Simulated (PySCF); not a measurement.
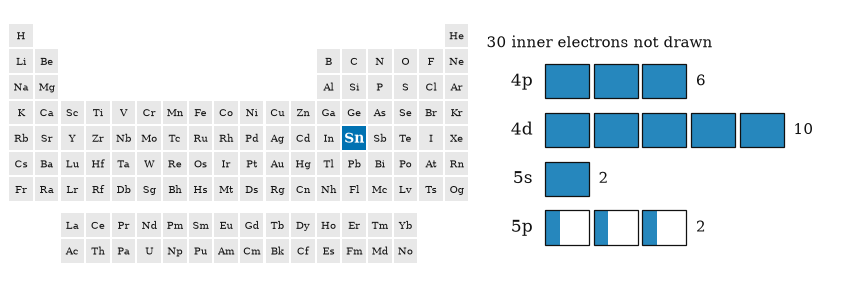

Fig. 1: Left, the place of tin in the periodic table; right, the outer shells of the nominal configuration: a box for each of the 2l + 1 orbitals, shaded by the share of the shell that is filled, with the electron count at the right.

**Run report: Sn, atomic calculation**

- system: Sn, configuration 1s2 2s2 2p6 3s2 3p6 3d10 4s2 4p6 4d10 5s2 5p2, multiplicity 3.
- method: unrestricted TPSS, def2-TZVP with ECP28, scalar-relativistic core potential (PySCF)

**The input**
```python
from pyscf import gto, scf, dft, mp, cc
import basis_set_exchange as bse
txt = bse.get_basis("def2-TZVP", elements=["Sn"], fmt="nwchem", header=False)
cut = txt.index("\nECP")
mol = gto.M(atom="Sn 0 0 0", charge=0, spin=2, symmetry="D2h",
            basis=gto.basis.parse(txt[:cut]),
            ecp={"Sn": gto.basis.parse_ecp(txt[cut:])})
mf = dft.UKS(mol, xc="TPSS")
mf.irrep_nelec = {'Ag': (4, 4), 'B1g': (1, 1), 'B2g': (1, 1), 'B3g': (1, 1), 'B1u': (2, 1), 'B2u': (2, 1), 'B3u': (1, 1)}
mf.kernel()
```

The script is an equivalent of what the driver set up; the driver computed the properties (radii, ⟨L²⟩, response) afterwards. It also set what the script leaves out: max_cycle = 50, level_shift = 2.0, guess = minao. It held the occupations shell by shell, which the script's counts by irreducible representation don't always enforce.

Launched within a batch (the task file carries these settings):
```bash
OMP_NUM_THREADS=1 python <driver script> TASK.json OUT
```

**Output (extracts)**
```
damping factor = 0
level_shift factor = 2.0
DIIS = <class 'pyscf.scf.diis.CDIIS'>
diis_start_cycle = 1
diis_space = 10
diis_damp = 0
SCF conv_tol = 1e-09
SCF conv_tol_grad = None
number electrons alpha = 12  beta = 10
irrep_nelec {'Ag': (4, 4), 'B1g': (1, 1), 'B2g': (1, 1), 'B3g': (1, 1), 'Au': (0, 0), 'B1u': (2, 1), 'B2u': (2, 1), 'B3u': (1, 1)}
XC functionals = TPSS
    J. Tao, J. P. Perdew, V. N. Staroverov, and G. E. Scuseria.,  Phys. Rev. Lett. 91, 146401 (2003)
    J. P. Perdew, J. Tao, V. N. Staroverov, and G. E. Scuseria.,  J. Chem. Phys. 120, 6898 (2004)
    J. Tao, J. P. Perdew, V. N. Staroverov, and G. E. Scuseria.,  Phys. Rev. Lett. 91, 146401 (2003)
    J. P. Perdew, J. Tao, V. N. Staroverov, and G. E. Scuseria.,  J. Chem. Phys. 120, 6898 (2004)
alpha HOMO (B1u) = 0.731784175210489  LUMO (B3u) = 0.731784175210486

WARN: HOMO 0.731784175210489 >= LUMO 0.731784175210486

cycle= 1 E= -213.954033816471  delta_E= -36.4  |g|= 1.57  |ddm|= 21.2
alpha HOMO (B1u) = -0.0781560152501934  LUMO (B3u) = 1.9066478485781
  HOMO = -0.0781560152502  LUMO = 1.90664784858  gap/eV = 54.00926
cycle= 2 E= -214.145520624808  delta_E= -0.191  |g|= 0.191  |ddm|= 1.67
alpha HOMO (B1u) = -0.124089999435929  LUMO (B3u) = 1.87786750043617
  HOMO = -0.124089999436  LUMO = 1.87786750044  gap/eV = 54.47604
cycle= 3 E= -214.154250911696  delta_E= -0.00873  |g|= 0.0786  |ddm|= 0.152
alpha HOMO (B1u) = -0.132783968498008  LUMO (B3u) = 1.87237709646698
  HOMO = -0.132783968498  LUMO = 1.87237709647  gap/eV = 54.56321
cycle= 4 E= -214.157705457604  delta_E= -0.00345  |g|= 0.0506  |ddm|= 0.0808
alpha HOMO (B2u) = -0.142616057556574  LUMO (B3u) = 1.8647642820118
  HOMO = -0.142616057557  LUMO = 1.86476428201  gap/eV = 54.62360
cycle= 5 E= -214.159167741911  delta_E= -0.00146  |g|= 0.0381  |ddm|= 0.0576
alpha HOMO (B1u) = -0.146868073470093  LUMO (B3u) = 1.86163042795192
  HOMO = -0.14686807347  LUMO = 1.86163042795  gap/eV = 54.65403
cycle= 6 E= -214.159993978826  delta_E= -0.000826  |g|= 0.0296  |ddm|= 0.0328
alpha HOMO (B1u) = -0.148521652392819  LUMO (B3u) = 1.86054313128345
  HOMO = -0.148521652393  LUMO = 1.86054313128  gap/eV = 54.66944
cycle= 7 E= -214.1604979142  delta_E= -0.000504  |g|= 0.0234  |ddm|= 0.0227
alpha HOMO (B1u) = -0.150493782030699  LUMO (B3u) = 1.85893568142695
  HOMO = -0.150493782031  LUMO = 1.85893568143  gap/eV = 54.67936
cycle= 8 E= -214.160813038858  delta_E= -0.000315  |g|= 0.019  |ddm|= 0.0162
alpha HOMO (B2u) = -0.151005511654972  LUMO (B3u) = 1.85861135969136
  HOMO = -0.151005511655  LUMO = 1.85861135969  gap/eV = 54.68446
cycle= 9 E= -214.16102796007  delta_E= -0.000215  |g|= 0.0157  |ddm|= 0.0125
alpha HOMO (B1u) = -0.152155667290422  LUMO (B3u) = 1.85762887378443
  HOMO = -0.15215566729  LUMO = 1.85762887378  gap/eV = 54.68902
cycle= 10 E= -214.161175688427  delta_E= -0.000148  |g|= 0.0133  |ddm|= 0.0103
alpha HOMO (B1u) = -0.152259044492137  LUMO (B3u) = 1.85756458950473
  HOMO = -0.152259044492  LUMO = 1.8575645895  gap/eV = 54.69009
cycle= 11 E= -214.161284677941  delta_E= -0.000109  |g|= 0.0114  |ddm|= 0.00891
alpha HOMO (B2u) = -0.152534889770448  LUMO (B3u) = 1.85736134168961
  HOMO = -0.15253488977  LUMO = 1.85736134169  gap/eV = 54.69206
cycle= 12 E= -214.161365969701  delta_E= -8.13e-05  |g|= 0.00988  |ddm|= 0.00796
alpha HOMO (B1u) = -0.152798774045868  LUMO (B3u) = 1.85711047280704
  HOMO = -0.152798774046  LUMO = 1.85711047281  gap/eV = 54.69242
cycle= 13 E= -214.161427399915  delta_E= -6.14e-05  |g|= 0.00869  |ddm|= 0.00723
alpha HOMO (B1u) = -0.152956374389266  LUMO (B3u) = 1.85699165302951
  HOMO = -0.152956374389  LUMO = 1.85699165303  gap/eV = 54.69347
cycle= 14 E= -214.16147501747  delta_E= -4.76e-05  |g|= 0.00766  |ddm|= 0.00656
alpha HOMO (B1u) = -0.153015396018586  LUMO (B3u) = 1.85694930712309
  HOMO = -0.153015396019  LUMO = 1.85694930712  gap/eV = 54.69393
cycle= 15 E= -214.161512091958  delta_E= -3.71e-05  |g|= 0.00682  |ddm|= 0.00596
alpha HOMO (B2u) = -0.153052502811637  LUMO (B3u) = 1.85691778206461
  HOMO = -0.153052502812  LUMO = 1.85691778206  gap/eV = 54.69408
cycle= 16 E= -214.161541331068  delta_E= -2.92e-05  |g|= 0.00607  |ddm|= 0.00537
alpha HOMO (B2u) = -0.153106169837363  LUMO (B3u) = 1.85686026443727
  HOMO = -0.153106169837  LUMO = 1.85686026444  gap/eV = 54.69397
cycle= 17 E= -214.161564320129  delta_E= -2.3e-05  |g|= 0.00542  |ddm|= 0.00485
alpha HOMO (B2u) = -0.153115985634533  LUMO (B3u) = 1.85685754479455
  HOMO = -0.153115985635  LUMO = 1.85685754479  gap/eV = 54.69417
cycle= 18 E= -214.161582563811  delta_E= -1.82e-05  |g|= 0.00483  |ddm|= 0.00435
alpha HOMO (B1u) = -0.153131938531124  LUMO (B3u) = 1.85685437687401
  HOMO = -0.153131938531  LUMO = 1.85685437687  gap/eV = 54.69451
cycle= 19 E= -214.161597029835  delta_E= -1.45e-05  |g|= 0.00432  |ddm|= 0.00391
alpha HOMO (B1u) = -0.153128284564925  LUMO (B3u) = 1.85686451438931
  HOMO = -0.153128284565  LUMO = 1.85686451439  gap/eV = 54.69469
cycle= 20 E= -214.161608548394  delta_E= -1.15e-05  |g|= 0.00385  |ddm|= 0.0035
alpha HOMO (B1u) = -0.153143401858046  LUMO (B3u) = 1.85685300542879
  HOMO = -0.153143401858  LUMO = 1.85685300543  gap/eV = 54.69479
cycle= 21 E= -214.161617675539  delta_E= -9.13e-06  |g|= 0.00344  |ddm|= 0.00313
alpha HOMO (B1u) = -0.153148065055495  LUMO (B3u) = 1.85685228398915
  HOMO = -0.153148065055  LUMO = 1.85685228399  gap/eV = 54.69490
cycle= 22 E= -214.161624935896  delta_E= -7.26e-06  |g|= 0.00307  |ddm|= 0.0028
alpha HOMO (B1u) = -0.153156100887992  LUMO (B3u) = 1.85684596755855
  HOMO = -0.153156100888  LUMO = 1.85684596756  gap/eV = 54.69494
cycle= 23 E= -214.161630708784  delta_E= -5.77e-06  |g|= 0.00274  |ddm|= 0.0025
alpha HOMO (B2u) = -0.15315882155559  LUMO (B3u) = 1.85684382399658
  HOMO = -0.153158821556  LUMO = 1.856843824  gap/eV = 54.69496
cycle= 24 E= -214.161635300699  delta_E= -4.59e-06  |g|= 0.00245  |ddm|= 0.00224
alpha HOMO (B1u) = -0.153162106292476  LUMO (B3u) = 1.85684113232442
  HOMO = -0.153162106292  LUMO = 1.85684113232  gap/eV = 54.69497
cycle= 25 E= -214.161638953281  delta_E= -3.65e-06  |g|= 0.00219  |ddm|= 0.00199
alpha HOMO (B2u) = -0.153162827485724  LUMO (B3u) = 1.85684081498393
  HOMO = -0.153162827486  LUMO = 1.85684081498  gap/eV = 54.69499
cycle= 26 E= -214.161641861495  delta_E= -2.91e-06  |g|= 0.00195  |ddm|= 0.00178
alpha HOMO (B1u) = -0.153163644785178  LUMO (B3u) = 1.85684087035784
  HOMO = -0.153163644785  LUMO = 1.85684087036  gap/eV = 54.69501
cycle= 27 E= -214.161644175859  delta_E= -2.31e-06  |g|= 0.00174  |ddm|= 0.00159
alpha HOMO (B2u) = -0.153166049565725  LUMO (B3u) = 1.85683916712975
  HOMO = -0.153166049566  LUMO = 1.85683916713  gap/eV = 54.69503
cycle= 28 E= -214.161646015112  delta_E= -1.84e-06  |g|= 0.00155  |ddm|= 0.00142
alpha HOMO (B1u) = -0.153167772713753  LUMO (B3u) = 1.85683817474326
  HOMO = -0.153167772714  LUMO = 1.85683817474  gap/eV = 54.69505
cycle= 29 E= -214.161647478475  delta_E= -1.46e-06  |g|= 0.00139  |ddm|= 0.00126
alpha HOMO (B2u) = -0.153168075934307  LUMO (B3u) = 1.8568387234711
  HOMO = -0.153168075934  LUMO = 1.85683872347  gap/eV = 54.69507
cycle= 30 E= -214.161648643112  delta_E= -1.16e-06  |g|= 0.00124  |ddm|= 0.00113
alpha HOMO (B1u) = -0.153168439842066  LUMO (B3u) = 1.85683898309046
  HOMO = -0.153168439842  LUMO = 1.85683898309  gap/eV = 54.69509
cycle= 31 E= -214.161649569964  delta_E= -9.27e-07  |g|= 0.0011  |ddm|= 0.001
alpha HOMO (B2u) = -0.153168710598343  LUMO (B3u) = 1.856839111949
  HOMO = -0.153168710598  LUMO = 1.85683911195  gap/eV = 54.69510
cycle= 32 E= -214.161650307329  delta_E= -7.37e-07  |g|= 0.000986  |ddm|= 0.000896
alpha HOMO (B1u) = -0.153169474539515  LUMO (B3u) = 1.85683846999736
  HOMO = -0.15316947454  LUMO = 1.85683847  gap/eV = 54.69510
cycle= 33 E= -214.161650893766  delta_E= -5.86e-07  |g|= 0.00088  |ddm|= 0.000799
alpha HOMO (B2u) = -0.153169731872309  LUMO (B3u) = 1.85683841707858
  HOMO = -0.153169731872  LUMO = 1.85683841708  gap/eV = 54.69511
cycle= 34 E= -214.161651360386  delta_E= -4.67e-07  |g|= 0.000785  |ddm|= 0.000713
alpha HOMO (B1u) = -0.15316996062211  LUMO (B3u) = 1.85683833324704
  HOMO = -0.153169960622  LUMO = 1.85683833325  gap/eV = 54.69511
cycle= 35 E= -214.161651731636  delta_E= -3.71e-07  |g|= 0.0007  |ddm|= 0.000635
alpha HOMO (B1u) = -0.153170106673966  LUMO (B3u) = 1.85683823730663
  HOMO = -0.153170106674  LUMO = 1.85683823731  gap/eV = 54.69511
cycle= 36 E= -214.161652026993  delta_E= -2.95e-07  |g|= 0.000625  |ddm|= 0.000567
alpha HOMO (B2u) = -0.153170227319708  LUMO (B3u) = 1.85683821799805
  HOMO = -0.15317022732  LUMO = 1.856838218  gap/eV = 54.69512
cycle= 37 E= -214.161652261964  delta_E= -2.35e-07  |g|= 0.000557  |ddm|= 0.000505
alpha HOMO (B2u) = -0.153170318466701  LUMO (B3u) = 1.85683821642981
  HOMO = -0.153170318467  LUMO = 1.85683821643  gap/eV = 54.69512
cycle= 38 E= -214.161652448894  delta_E= -1.87e-07  |g|= 0.000497  |ddm|= 0.00045
alpha HOMO (B1u) = -0.153170406040519  LUMO (B3u) = 1.85683820685534
  HOMO = -0.153170406041  LUMO
```

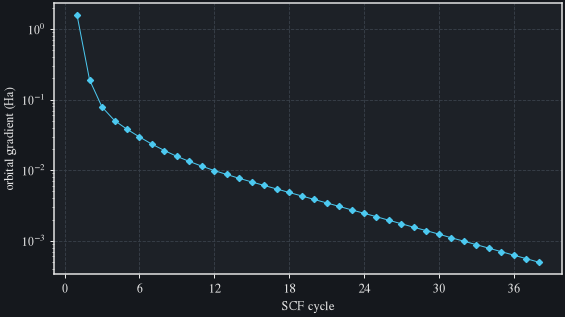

Fig. 2: Convergence: orbital gradient against the SCF cycle. The residual is still falling at the last step (down to 5 × 10⁻⁴), so the run was stopped before it reached the threshold. It goes from 1.6 to 0.00050 in 38 steps.

**Outcome**

- outcome: not converged
- total energy (valence electrons, under a core potential): −214.161653 hartree
- ⟨S²⟩: 2.002
- ⟨L²⟩: 2.01
- SCF iterations: 50
- hardware: 1 thread of Intel Xeon @ 2.90GHz, 54 GiB of memory available, shared host
- wall time: 4.5 s

**Diagnosis**

The run did not meet its convergence test in 50 iterations, so its last values are not results. Limits: level shift left on, which raises the virtual orbital energies.
